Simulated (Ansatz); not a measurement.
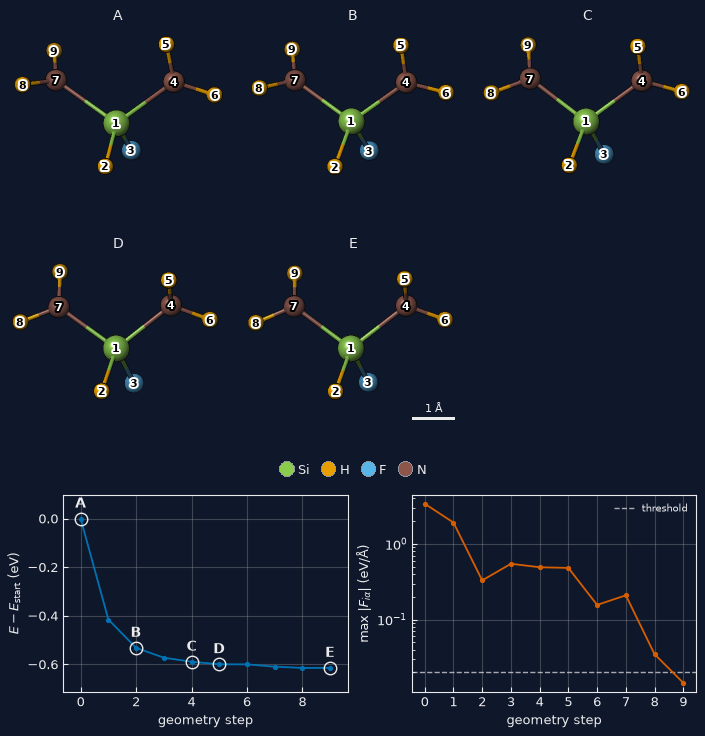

Frames of a relaxation of SiN$_{2}$H$_{5}$F, marked on the history of the run. Style: ball-and-stick. Shown at a tilt.

The run prepares the start of a later molecular dynamics calculation, from a guessed geometry.

Theory: RKS BLYP-D4/6-31G* in Ansatz 0.2.0. (no spin polarisation; force threshold 0.02 eV/Å; at most 40 steps)

> What happens along the run?

The largest move after the best rigid fit is that of H8, 0.50 Å. By element the largest moves are H 0.50 Å, N 0.24 Å, F 0.17 Å, Si 0.10 Å. Among the contacts that change: Si1–N7 1.819 → 1.723 Å, Si1–N4 1.819 → 1.729 Å, Si1–F3 1.590 → 1.634 Å, N4–H5 1.060 → 1.020 Å. Bond angles that change, for instance: H2–Si1–N4 109.5° → 120.3°, H5–N4–H6 120.0° → 111.4°, H8–N7–H9 120.0° → 111.6°. Over 9 geometry steps the energy falls by 0.615 eV. Largest force component: 3.4 eV/Å at the start, 0.015 eV/Å at the end. Cost: 14 s on 1 thread of Intel(R) Xeon(R) 6975P-C (Granite Rapids) (shared host), peak memory 0.13 GiB. From step 0 to 2: H9 moves most (0.19 Å), energy −0.532 eV. From step 2 to 4: H8 moves most (0.25 Å), energy −0.057 eV. From step 4 to 5: H5 moves most (0.20 Å), energy −0.010 eV. From step 5 to 9: H9 moves most (0.06 Å), energy −0.015 eV.

| step | E − E(0), eV | largest force component, eV/Å |
| --- | --- | --- |
| 0 | 0.0000 | 3.4123 |
| 1 | -0.4152 | 1.9216 |
| 2 | -0.5320 | 0.3301 |
| 3 | -0.5723 | 0.5480 |
| 4 | -0.5891 | 0.4929 |
| 5 | -0.5994 | 0.4829 |
| 6 | -0.5998 | 0.1566 |
| 7 | -0.6093 | 0.2097 |
| 8 | -0.6144 | 0.0349 |
| 9 | -0.6145 | 0.0146 |
